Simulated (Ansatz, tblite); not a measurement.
# Ta(NH)F3 (F₃HNTa): charged states by level of theory

Aim: the energy of removing an electron for Ta(NH)F3 (F₃HNTa), by energy differences, and how well orbital energies stand in for it.

Computed with Ansatz 0.2.0, Gaussian basis. Level: as each input shows.

Levels to be run: charge +1 doublet, at the geometry of the singlet (PBE0-D4/def2-TZVP, PBE-D4/def2-TZVP, r2SCAN-D4/def2-TZVP); charge +1 doublet, relaxed (PBE0-D4/def2-TZVP, PBE-D4/def2-TZVP); the starting singlet's energies come from earlier runs.

### 1 The structure

The singlet was relaxed beforehand with r2SCAN-D4/def2-SVP.

6 atoms, charge 0, spin multiplicity 1.

Atoms are counted from 1 here; the program's logs count them from 0.

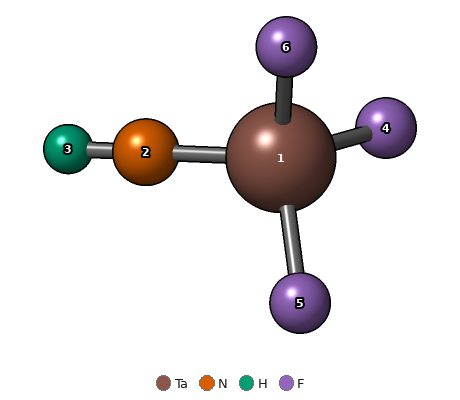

The structure; tantalum brown, nitrogen orange, hydrogen teal, fluorine purple; atoms are numbered from 1 in the order of the file.

Formally the metal is d0. Ta takes a core potential in the def2 sets. No spin-orbit coupling is included.

### 2 Charge +1 doublet at the fixed geometry, first pass, PBE0-D4/def2-SVP

Input file in.yaml:

```yaml
crystal:
  periodic: [false, false, false]
  atoms:
    - {symbol: Ta, position_ang: [-0.006741, -0.003246, -0.473779]}
    - {symbol: N, position_ang: [0.018184, 0.008898, 1.288309]}
    - {symbol: H, position_ang: [0.032709, 0.015770, 2.302338]}
    - {symbol: F, position_ang: [1.783927, -0.002137, -1.064483]}
    - {symbol: F, position_ang: [-0.918529, 1.548216, -1.036867]}
    - {symbol: F, position_ang: [-0.909548, -1.567511, -1.015518]}
basis:
  gaussian: {orbitals: def2-SVP}
total_charge: 1
magnetization: {spin_polarized: true, initial_magnetization: 1}
hamiltonian: {xc: pbe0, dispersion: d4}
output: {orbitals: {seedname: orbitals}}
```

Started as:

```console
$ ansatz run in.yaml --threads 4 --pin off --events-out ev --progress --plain --max-ram 3916MiB
```

What it wrote:

```text
Functional definition: PBE0
  name "PBE0"
  cite "Adamo & Barone, J. Chem. Phys. 110, 6158 (1999) doi:10.1063/1.478522"
  cite "Perdew, Burke & Ernzerhof, Phys. Rev. Lett. 77, 3865 (1996) doi:10.1103/PhysRevLett.77.3865"
  parent pbe
  parameter a = 0.25
  parameter kappa = 0.804
  parameter beta = 0.06672455060314922
  exchange = (1 - a)*pbe_x(kappa = kappa, mu = beta*pi^2/3) + a*exact_x
  correlation = pbe_c(beta = beta)
890 factors; integrals over basis functions are off by at most 7.9e-4 eV
mean field evaluation 1: about -11170.7551 eV, gradient 6.9e1 eV
mean field evaluation 2: about -11065.9725 eV, gradient 1.9e2 eV
mean field evaluation 4: about -11186.1970 eV, gradient 1.1e1 eV
mean field evaluation 8: about -11186.8035 eV, gradient 7.0e-1 eV
mean field evaluation 16: about -11186.8057 eV, gradient 3.3e-3 eV
mean field evaluation 32: about -11186.8043 eV, gradient 4.8e-1 eV
mean field evaluation 64: about -11186.8057 eV, gradient 2.9e-4 eV
mean field -11186.80572164 eV, -411.1075275810 hartree, gradient 3.0e-6 eV, S^2 0.755502; 3 other end points of the search recorded, 0 dependent functions left out
reference -11186.80576932 eV, -411.1075293331 hartree; 24, 23 occupied and 69, 70 virtual orbitals, 890 factors
Total energy: -11186.88861605 eV, -411.1105738945 hartree
```

Wall time 39 s (4 threads of Arm Neoverse V1, shared host).

From the report: HOMO -16.30 eV, LUMO -13.04 eV (over both spins); ⟨S²⟩ 0.756 (pure: 0.75).

### 3 Charge +1 doublet at the fixed geometry, PBE0-D4/def2-TZVP

start.molden holds the orbitals of an earlier run on this state, given as this run's starting guess.

Edit in.yaml of step 2 so:

```diff
@@ -10,3 +10,3 @@
 basis:
-  gaussian: {orbitals: def2-SVP}
+  gaussian: {orbitals: def2-TZVP, initial_orbitals: start.molden}
 total_charge: 1
@@ -14,2 +14,3 @@
 hamiltonian: {xc: pbe0, dispersion: d4}
+scf: {omitted_lower_state_checks: [starts]}
 output: {orbitals: {seedname: orbitals}}
```

The command is unchanged.

What it wrote (excerpt; [...] marks lines left out):

```text
Functional definition: PBE0
  name "PBE0"
  cite "Adamo & Barone, J. Chem. Phys. 110, 6158 (1999) doi:10.1063/1.478522"
  cite "Perdew, Burke & Ernzerhof, Phys. Rev. Lett. 77, 3865 (1996) doi:10.1103/PhysRevLett.77.3865"
  parent pbe
[...]
1075 factors; their error is unknown
[...]
mean field -11199.03324803 eV, -411.5568808876 hartree, gradient 2.2e-6 eV, S^2 0.755474; 0 other end points of the search recorded, 0 dependent functions left out
reference -11199.03327875 eV, -411.5568820166 hartree; 24, 23 occupied and 146, 147 virtual orbitals, 1075 factors
Total energy: -11199.11612549 eV, -411.5599265781 hartree
Checks for a lower state left out: starts
```

It took 33 s on 4 threads of Arm Neoverse V1, shared host; peak memory 0.65 GiB.

From the report: HOMO -16.27 eV, LUMO -12.93 eV (over both spins); ⟨S²⟩ 0.755 (pure: 0.75).

### 4 Charge +1 doublet at the fixed geometry, PBE-D4/def2-TZVP

Edit in.yaml of step 3 so:

```diff
@@ -13,3 +13,3 @@
 magnetization: {spin_polarized: true, initial_magnetization: 1}
-hamiltonian: {xc: pbe0, dispersion: d4}
+hamiltonian: {xc: pbe, dispersion: d4}
 scf: {omitted_lower_state_checks: [starts]}
```

The command is unchanged.

What it wrote:

```text
Functional definition: PBE
  name "PBE"
  cite "Perdew, Burke & Ernzerhof, Phys. Rev. Lett. 77, 3865 (1996) doi:10.1103/PhysRevLett.77.3865"
  parent pbe
  parameter kappa = 0.804
  parameter beta = 0.06672455060314922
  exchange = pbe_x(kappa = kappa, mu = beta*pi^2/3)
  correlation = pbe_c(beta = beta)
these checks for a lower state are left out or cut short: starts
1004 factors; their error is unknown
mean field evaluation 1: about -11200.6268 eV, gradient 8.0e0 eV
mean field evaluation 2: about -11200.8492 eV, gradient 3.2e-1 eV
mean field evaluation 4: about -11200.8376 eV, gradient 1.7e-1 eV
mean field evaluation 8: about -11200.8379 eV, gradient 2.4e-2 eV
mean field evaluation 16: about -11200.8379 eV, gradient 2.2e-5 eV
mean field -11200.83791027 eV, -411.6232010018 hartree, gradient 2.1e-6 eV, S^2 0.753968; 0 other end points of the search recorded, 0 dependent functions left out
reference -11200.83795099 eV, -411.6232024982 hartree; 24, 23 occupied and 146, 147 virtual orbitals, 1004 factors
Total energy: -11200.93586713 eV, -411.6268008498 hartree
Checks for a lower state left out: starts
```

Wall time 8 s (4 threads of Arm Neoverse V1, shared host).

From the report: HOMO -14.58 eV, LUMO -14.09 eV (over both spins); ⟨S²⟩ 0.754 (pure: 0.75).

### 5 Charge +1 doublet at the fixed geometry, r2SCAN-D4/def2-TZVP

Edit in.yaml of step 4 so:

```diff
@@ -13,3 +13,3 @@
 magnetization: {spin_polarized: true, initial_magnetization: 1}
-hamiltonian: {xc: pbe, dispersion: d4}
+hamiltonian: {xc: r2scan, dispersion: d4}
 scf: {omitted_lower_state_checks: [starts]}
```

The command is unchanged.

What it wrote (excerpt; [...] marks lines left out):

```text
Functional definition: r2SCAN
  name "r2SCAN"
  cite "Furness, Kaplan, Ning, Perdew & Sun, J. Phys. Chem. Lett. 11, 8208 (2020) doi:10.1021/acs.jpclett.0c02405"
  cite "Furness, Kaplan, Ning, Perdew & Sun, J. Phys. Chem. Lett. 11, 9248 (2020) doi:10.1021/acs.jpclett.0c03077"
  parent r2scan
[...]
1004 factors; their error is unknown
[...]
mean field -11206.00280124 eV, -411.8130072441 hartree, gradient 8.7e-6 eV, S^2 0.756570; 0 other end points of the search recorded, 0 dependent functions left out
reference -11206.00281570 eV, -411.8130077753 hartree; 24, 23 occupied and 146, 147 virtual orbitals, 1004 factors
Total energy: -11206.02528239 eV, -411.8138334111 hartree
Checks for a lower state left out: starts
```

Run time: 39 s. Hardware: 4 threads of Arm Neoverse V1, shared host.

Report: HOMO -15.00 eV, LUMO -13.68 eV (over both spins); ⟨S²⟩ 0.757 (pure: 0.75).

### 6 Vertical ionisation energy

Charged state less starting state, singlet to doublet; the starting state's energies are those of its earlier runs.

| level | vertical ionisation energy (eV) | time |
| --- | --- | --- |
| PBE-D4/def2-TZVP | +10.68 | 9.2 s |
| r2SCAN-D4/def2-TZVP | +10.64 | 41 s |
| PBE0-D4/def2-TZVP | +10.78 | 35 s |

Times add the two runs; a level without a time comes out of a correlated run.

Beside −ε(HOMO) of the starting state:

| level | −ε(HOMO) (eV) | by difference (eV) | mismatch (eV) |
| --- | --- | --- | --- |
| PBE-D4/def2-TZVP | 7.13 | 10.68 | -3.55 |
| r2SCAN-D4/def2-TZVP | 7.45 | 10.64 | -3.20 |
| PBE0-D4/def2-TZVP | 8.58 | 10.78 | -2.20 |

### 7 Relaxing the charge +1 doublet

Edit in.yaml of step 5 so:

```diff
@@ -10,3 +10,3 @@
 basis:
-  gaussian: {orbitals: def2-TZVP, initial_orbitals: start.molden}
+  gaussian: {orbitals: def2-SVP}
 total_charge: 1
@@ -16 +16,2 @@
 output: {orbitals: {seedname: orbitals}}
+relax: {f_tol: 0.02, max_steps: 100}
```

The command is unchanged.

What it wrote (excerpt; [...] marks lines left out):

```text
Functional definition: r2SCAN
  name "r2SCAN"
  cite "Furness, Kaplan, Ning, Perdew & Sun, J. Phys. Chem. Lett. 11, 8208 (2020) doi:10.1021/acs.jpclett.0c02405"
  cite "Furness, Kaplan, Ning, Perdew & Sun, J. Phys. Chem. Lett. 11, 9248 (2020) doi:10.1021/acs.jpclett.0c03077"
  parent r2scan
[...]
978 factors; their error is unknown
[...]
mean field -11193.59650191 eV, -411.3570841531 hartree, gradient 9.4e-6 eV, S^2 0.756386; 0 other end points of the search recorded, 0 dependent functions left out
[...]
reference -11193.59653222 eV, -411.3570852670 hartree; 24, 23 occupied and 69, 70 virtual orbitals, 978 factors
relax step   1: F+E_penalty+E_count = -11193.61896861 eV  Δ(F+E_penalty+E_count) = +0.000e0 eV  max|allowed force component| = 7.685e0 eV/Å  Δτ_max = 0.0000 Å  (155 SCF iters, accepted)
[...]
978 factors; their error is unknown
mean field -11194.12335833 eV, -411.3764457695 hartree, gradient 2.2e-6 eV, S^2 0.757798; 0 other end points of the search recorded, 0 dependent functions left out
[...]
reference -11194.12338874 eV, -411.3764468867 hartree; 24, 23 occupied and 69, 70 virtual orbitals, 978 factors
Total energy: -11194.14562510 eV, -411.3772640579 hartree
Atom 0 at     0.025883    -0.003522    -0.530454 Å, force    -0.001517     0.000035     0.003450 eV/Å
Atom 1 at     0.034565     0.009481     1.366868 Å, force     0.002007    -0.000032    -0.001298 eV/Å
Atom 2 at     0.037296     0.016447     2.394959 Å, force    -0.001507     0.000002    -0.001716 eV/Å
Atom 3 at     1.770201    -0.002343    -1.080210 Å, force     0.000036    -0.000006    -0.000571 eV/Å
Atom 4 at    -0.938221     1.451247    -1.085560 Å, force     0.000490     0.000288     0.000066 eV/Å
Atom 5 at    -0.929722    -1.471320    -1.065604 Å, force     0.000492    -0.000287     0.000070 eV/Å
Dipole moment:     0.084745     0.005135     0.709878 e Å
Checks for a lower state left out: starts
```

Run time: 89 s. Hardware: 4 threads of Arm Neoverse V1, shared host.

The steps of the relaxation:

| step | energy from step 1 (eV) | largest force component (eV/Å) |
| --- | --- | --- |
| 1 | 0.0000 | 7.6851 |
| 2 | -0.5121 | 0.4472 |
| 3 | -0.5255 | 0.0404 |
| 4 | -0.5266 | 0.0236 |
| 5 | -0.5266 | 0.0034 |

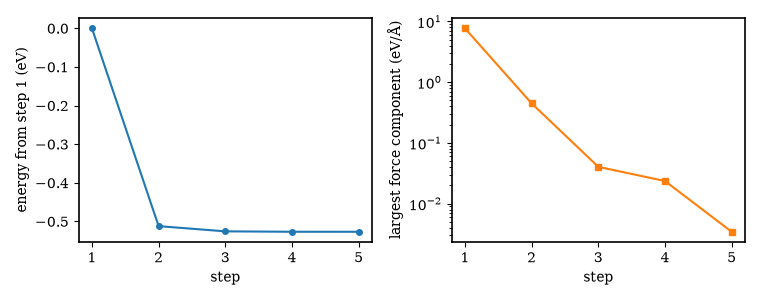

Energy and largest force along the relaxation.

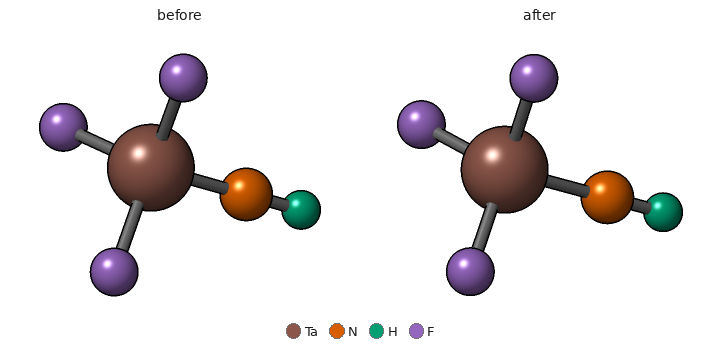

Before and after, at one scale.

Distances of close pairs at the start and the end, largest changes first:

| bond | before (Å) | after (Å) | change (Å) |
| --- | --- | --- | --- |
| Ta1–N2 | 1.762 | 1.897 | +0.135 |
| Ta1–F4 | 1.886 | 1.829 | -0.057 |
| Ta1–F5 | 1.886 | 1.831 | -0.054 |
| Ta1–F6 | 1.886 | 1.831 | -0.054 |
| N2–H3 | 1.014 | 1.028 | +0.014 |

### 8 Charge +1 doublet, PBE0-D4/def2-TZVP

Input file in.yaml:

```yaml
crystal:
  periodic: [false, false, false]
  atoms:
    - {symbol: Ta, position_ang: [0.025883, -0.003522, -0.530454]}
    - {symbol: N, position_ang: [0.034565, 0.009481, 1.366868]}
    - {symbol: H, position_ang: [0.037296, 0.016447, 2.394959]}
    - {symbol: F, position_ang: [1.770201, -0.002343, -1.080210]}
    - {symbol: F, position_ang: [-0.938221, 1.451247, -1.085560]}
    - {symbol: F, position_ang: [-0.929722, -1.471320, -1.065604]}
basis:
  gaussian: {orbitals: def2-TZVP, initial_orbitals: start.molden}
total_charge: 1
magnetization: {spin_polarized: true, initial_magnetization: 1}
hamiltonian: {xc: pbe0, dispersion: d4}
scf: {omitted_lower_state_checks: [starts]}
output: {orbitals: {seedname: orbitals}}
```

Launched as before.

What it wrote:

```text
Functional definition: PBE0
  name "PBE0"
  cite "Adamo & Barone, J. Chem. Phys. 110, 6158 (1999) doi:10.1063/1.478522"
  cite "Perdew, Burke & Ernzerhof, Phys. Rev. Lett. 77, 3865 (1996) doi:10.1103/PhysRevLett.77.3865"
  parent pbe
  parameter a = 0.25
  parameter kappa = 0.804
  parameter beta = 0.06672455060314922
  exchange = (1 - a)*pbe_x(kappa = kappa, mu = beta*pi^2/3) + a*exact_x
  correlation = pbe_c(beta = beta)
these checks for a lower state are left out or cut short: starts
1075 factors; their error is unknown
mean field evaluation 1: about -11194.8191 eV, gradient 1.5e2 eV
mean field evaluation 2: about -11199.4565 eV, gradient 4.4e0 eV
mean field evaluation 4: about -11199.5919 eV, gradient 2.2e-1 eV
mean field evaluation 8: about -11199.5922 eV, gradient 1.7e-5 eV
mean field -11199.59216478 eV, -411.5774206995 hartree, gradient 8.8e-6 eV, S^2 0.756689; 0 other end points of the search recorded, 0 dependent functions left out
reference -11199.59219688 eV, -411.5774218792 hartree; 24, 23 occupied and 146, 147 virtual orbitals, 1075 factors
Total energy: -11199.67413907 eV, -411.5804331991 hartree
Checks for a lower state left out: starts
```

It took 7.5 s on 4 threads of Arm Neoverse V1, shared host; peak memory 0.65 GiB.

From the report: HOMO -15.21 eV, LUMO -11.75 eV (over both spins); ⟨S²⟩ 0.757 (pure: 0.75).

### 9 Charge +1 doublet, PBE-D4/def2-TZVP

Edit in.yaml of step 8 so:

```diff
@@ -13,3 +13,3 @@
 magnetization: {spin_polarized: true, initial_magnetization: 1}
-hamiltonian: {xc: pbe0, dispersion: d4}
+hamiltonian: {xc: pbe, dispersion: d4}
 scf: {omitted_lower_state_checks: [starts]}
```

The command is unchanged.

What it wrote:

```text
Functional definition: PBE
  name "PBE"
  cite "Perdew, Burke & Ernzerhof, Phys. Rev. Lett. 77, 3865 (1996) doi:10.1103/PhysRevLett.77.3865"
  parent pbe
  parameter kappa = 0.804
  parameter beta = 0.06672455060314922
  exchange = pbe_x(kappa = kappa, mu = beta*pi^2/3)
  correlation = pbe_c(beta = beta)
these checks for a lower state are left out or cut short: starts
1004 factors; their error is unknown
mean field evaluation 1: about -11201.1311 eV, gradient 8.0e0 eV
mean field evaluation 2: about -11201.3307 eV, gradient 2.2e-1 eV
mean field evaluation 4: about -11201.3173 eV, gradient 2.1e-3 eV
mean field evaluation 8: about -11201.3173 eV, gradient 4.7e-5 eV
mean field -11201.31726649 eV, -411.6408170181 hartree, gradient 8.8e-6 eV, S^2 0.754676; 0 other end points of the search recorded, 0 dependent functions left out
reference -11201.31730895 eV, -411.6408185783 hartree; 24, 23 occupied and 146, 147 virtual orbitals, 1004 factors
Total energy: -11201.41411312 eV, -411.6443760661 hartree
Checks for a lower state left out: starts
```

Run time: 5 s. Hardware: 4 threads of Arm Neoverse V1, shared host.

From the report: HOMO -13.72 eV, LUMO -13.04 eV (over both spins); ⟨S²⟩ 0.755 (pure: 0.75).

### 10 Adiabatic ionisation energy

Charged state less starting state, singlet to doublet; the starting state's energies are those of its earlier runs.

| level | adiabatic ionisation energy (eV) | time |
| --- | --- | --- |
| PBE-D4/def2-TZVP | +10.20 | 6.2 s |
| PBE0-D4/def2-TZVP | +10.22 | 9.6 s |

Times add the two runs; a level without a time comes out of a correlated run.

### 11 Results

| quantity | value |
| --- | --- |
| vertical ionisation energy, functionals in def2-TZVP | 10.64 (r2SCAN-D4) to 10.78 eV (PBE0-D4) |
| adiabatic ionisation energy, functionals in def2-TZVP | 10.20 (PBE-D4) to 10.22 eV (PBE0-D4) |
| relaxation of the cation side, PBE-D4/def2-TZVP | 0.48 eV |

The vertical ionisation energy spans 10.64 to 10.78 eV over the functionals. −ε(HOMO) misses the level's own difference by -2.20 eV at best (PBE0-D4) and -3.55 eV at worst (PBE-D4). The adiabatic ionisation energy spans 10.20 to 10.22 eV over the functionals. Relaxing the oxidised state gains 0.48 eV at PBE-D4/def2-TZVP. The charged states' spins were chosen beforehand and needn't be their lowest.
